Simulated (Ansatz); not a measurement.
# BSiP (triplet): trial inputs and their diagnosis

4 inputs are run for BSiP (triplet) as typed; the log has to tell whether the result can be used and what must change.

The runs use Ansatz 0.2.0, Gaussian basis; the settings change from run to run.

23 further runs of the same task are left out: 10 that didn't finish, 13 set aside as unsound or not needed. Runs told in other sessions of the task aren't counted.

### Step 1. What is computed

The geometry is a PBE0/def2-TZVP stationary point (not a proven minimum).

3 atoms, charge 0, spin multiplicity 3.

Atoms are counted from 1 here; the program's logs count them from 0.

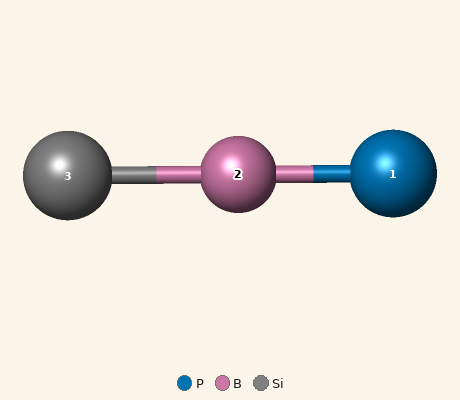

The geometry (phosphorus blue, boron pink, silicon grey); atoms are numbered from 1 in the order of the file.

### Step 2. Attempt 1

The input, in.yaml:

```yaml
crystal:
  periodic: [false, false, false]
  atoms:
    - {symbol: P, position_ang: [0.050000, 0.050000, -0.009200]}
    - {symbol: B, position_ang: [0.000000, 0.000000, -0.059200]}
    - {symbol: Si, position_ang: [0.000000, 0.000000, 1.879600]}
basis:
  gaussian: {orbitals: STO-3G}
magnetization: {spin_polarized: false, initial_magnetization: 2}
correlation: {active_space: {window: {electrons: 4, orbitals: 6}}}
output: {forces: true}
```

Launch:

```
> ansatz run in.yaml --threads 1 --pin off --events-out ev --progress --plain --max-ram 2393MiB
```

What it wrote:

```text
Functional definition: HF
  name "HF"
  cite "Fock, Z. Phys. 61, 126 (1930) doi:10.1007/BF01340294"
  parent pbe
  exchange = exact_x
  correlation = 0
251 factors; integrals over basis functions are off by at most 2.1e-5 eV
mean field evaluation 1: about -9877.7922 eV, gradient 1.5e2 eV
mean field evaluation 2: about -9877.9823 eV, gradient 1.5e2 eV
mean field evaluation 4: about -9899.0658 eV, gradient 2.6e1 eV
mean field evaluation 8: about -9901.8168 eV, gradient 2.1e-1 eV
mean field evaluation 16: about -9897.3385 eV, gradient 1.2e1 eV
mean field evaluation 32: about -9891.0873 eV, gradient 1.4e1 eV
a density is far from that of the atoms, so the factors are made again for it
303 factors; integrals over basis functions are off by at most 2.1e-5 eV
mean field evaluation 64: about -9897.3432 eV, gradient 1.2e1 eV
mean field -9901.82183311 eV, -363.8852406710 hartree, gradient 9.7e-7 eV, S^2 2.000000; 2 other end points of the search recorded, 0 dependent functions left out
reference -9901.82183311 eV, -363.8852406710 hartree; 18, 16 occupied and 5, 7 virtual orbitals, 303 factors
state -9902.83332988 eV, -363.9224124917 hartree
the calculation of the forces begins
Total energy: -9902.83332988 eV, -363.9224124917 hartree
Atom 0 at     0.050000     0.050000    -0.009200 Å, force 72493.994476 72493.994476 72549.351077 eV/Å
Atom 1 at     0.000000     0.000000    -0.059200 Å, force -72495.422077 -72495.422077 -72566.222440 eV/Å
Atom 2 at     0.000000     0.000000     1.879600 Å, force     1.427602     1.427602    16.871363 eV/Å
Dipole moment:     0.505512     0.505512    -0.999664 e Å
```

Run time: 0.51 s. Hardware: 1 thread of Arm Neoverse V2, shared host.

**Diagnosis.** The run converged, which proves nothing about the input. One atom lies on top of another. The shortest distance is 0.09 Å, against 1.76 Å in the geometry of step 1. Its energy belongs to another geometry. Cure: restore its position.

### Step 3. Attempt 2

The input, in.yaml:

```yaml
crystal:
  periodic: [false, false, false]
  atoms:
    - {symbol: P, position_ang: [0.000000, 0.000000, -1.820400]}
    - {symbol: B, position_ang: [0.000000, 0.000000, -0.059200]}
    - {symbol: Si, position_ang: [0.000000, 0.000000, 1.879600]}
basis:
  gaussian: {orbitals: def2-mTZVP}
correlation: {method: sc_nevpt2, electrons: outside_noble_gas, active_space: {window: {electrons: 4, orbitals: 4}}}
scf: {lower_state_search: light}
magnetization: {spin_polarized: true, initial_magnetization: 2}
```

Same command.

What it wrote:

```text
Error: invalid value for `correlation.active_space`: it starts from restricted Hartree–Fock orbitals; set hamiltonian.xc: hf without magnetization.spin_polarized
```

Run time: 0.03 s. Hardware: 1 thread of Arm Neoverse V2, shared host.

**Diagnosis.** The run was refused. An active space is asked on unrestricted orbitals. To mend it, drop spin_polarized: true.

### Step 4. Attempt 3

The input, in.yaml:

```yaml
crystal:
  periodic: [false, false, false]
  atoms:
    - {symbol: P, position_ang: [0.000000, 0.000000, -1.820400]}
    - {symbol: B, position_ang: [0.000000, 0.000000, -0.059200]}
    - {symbol: Si, position_ang: [0.000000, 0.000000, 1.879600]}
basis:
  gaussian: {orbitals: cc-pVDZ}
magnetization: {spin_polarized: false, initial_magnetization: 2}
correlation: {method: sc_nevpt2, electrons: all, active_space: {window: {electrons: 2, orbitals: 1}}}
```

Launched as before.

What it wrote:

```text
Functional definition: HF
  name "HF"
  cite "Fock, Z. Phys. 61, 126 (1930) doi:10.1007/BF01340294"
  parent pbe
  exchange = exact_x
  correlation = 0
510 factors; integrals over basis functions are off by at most 1.2e-3 eV
mean field evaluation 1: about -17797.9082 eV, gradient 1.6e1 eV
mean field evaluation 2: about -17798.1116 eV, gradient 1.6e1 eV
mean field evaluation 4: about -17800.0551 eV, gradient 3.0e0 eV
mean field evaluation 8: about -17800.5196 eV, gradient 1.8e0 eV
mean field evaluation 16: about -17800.7138 eV, gradient 4.4e-1 eV
mean field evaluation 32: about -17801.2659 eV, gradient 7.6e0 eV
mean field evaluation 64: about -17797.9082 eV, gradient 1.6e1 eV
mean field evaluation 96: about -17802.0342 eV, gradient 2.2e-1 eV
mean field evaluation 128: about -17800.2478 eV, gradient 7.9e-5 eV
mean field evaluation 160: about -17802.0348 eV, gradient 1.1e-3 eV
mean field evaluation 192: about -17801.2187 eV, gradient 8.9e0 eV
mean field evaluation 224: about -17802.0346 eV, gradient 1.0e-1 eV
mean field evaluation 256: about -17802.3303 eV, gradient 7.8e-1 eV
mean field evaluation 288: about -17801.9443 eV, gradient 1.3e0 eV
mean field evaluation 320: about -17800.7221 eV, gradient 1.6e-2 eV
mean field -17802.34856040 eV, -654.2242427293 hartree, gradient 2.8e-6 eV, S^2 2.000000; 17 other end points of the search recorded, 0 dependent functions left out
reference -17802.34856040 eV, -654.2242427293 hartree; 18, 16 occupied and 32, 34 virtual orbitals, 510 factors
Error: 2 electrons in 1 orbitals form no window around the highest filled level of the reference
```

It took 2.6 s on 1 thread of Arm Neoverse V2, shared host.

**Diagnosis.** The run stopped with an error. The active window can't be built from these electrons and orbitals. Cure: choose counts that fit the spin, the electrons and the basis.

### Step 5. Attempt 4

The input, in.yaml:

```yaml
crystal:
  periodic: [false, false, false]
  atoms:
    - {symbol: P, position_ang: [0.000000, 0.000000, -1.820400]}
    - {symbol: B, position_ang: [0.000000, 0.000000, -0.059200]}
    - {symbol: Si, position_ang: [0.000000, 0.000000, 1.879600]}
basis:
  gaussian: {orbitals: cc-pVDZ}
magnetization: {spin_polarized: false, initial_magnetization: 6}
hamiltonian: {xc: {name: r2SCAN}}
correlation: {method: bccd_t, electrons: valence}
```

Same command.

What it wrote, cut to the lines that bear on the results:

```text
Functional definition: r2SCAN
  name "r2SCAN"
  cite "Furness, Kaplan, Ning, Perdew & Sun, J. Phys. Chem. Lett. 11, 8208 (2020) doi:10.1021/acs.jpclett.0c02405"
  cite "Furness, Kaplan, Ning, Perdew & Sun, J. Phys. Chem. Lett. 11, 9248 (2020) doi:10.1021/acs.jpclett.0c03077"
  parent r2scan
[...]
510 factors; integrals over basis functions are off by at most 1.2e-3 eV
[...]
mean field -17831.57998696 eV, -655.2984778416 hartree, gradient 3.8e-6 eV, S^2 12.000000; 3 other end points of the search recorded, 0 dependent functions left out
[...]
11 core orbitals not correlated: weight in the atoms' cores, before any rotation towards them, 1.000 or more for the frozen orbitals, at most 0.000 for the correlated occupied ones
reference -17798.89582774 eV, -654.0973571445 hartree; 9, 3 occupied and 30, 36 virtual orbitals, 510 factors
second order -5.04205076 eV of doubles, -0.27753333 eV of singles
cycle   1  -5.94812094 eV  change   -6.2e-1 eV  update   7.1e-2
[...]
cycle  12  -6.18858615 eV  change    1.2e-6 eV  update   6.3e-6
perturbative correction -0.21359661 eV, -0.0078495306 hartree
Total energy: -17805.29801050 eV, -654.3326330213 hartree
```

It took 7 s on 1 thread of Arm Neoverse V2, shared host.

What is wrong: The run converged, which proves nothing about the input. Far too many unpaired electrons are asked for. Its energy belongs to the state of multiplicity 7, not to the triplet that was meant. Cure: set initial_magnetization to that of the wanted state.

### Step 6. Summary

```
attempt                   level                ended                                                               cause    time
      1      CASSCF(4,6)/STO-3G            converged                                     one atom lies on top of another  0.51 s
      2  NEVPT2(4,4)/def2-mTZVP              refused                   an active space is asked on unrestricted orbitals  0.03 s
      3     NEVPT2(2,1)/cc-pVDZ  stopped by an error  the active window can't be built from these electrons and orbitals   2.6 s
      4         BCCD(T)/cc-pVDZ            converged                       far too many unpaired electrons are asked for     7 s
```

2 converged, 1 refused, 1 stopped by an error. The input that converges on a wrong geometry or spin is the dangerous one: no error points at it, so geometry and ⟨S²⟩ have to be checked.
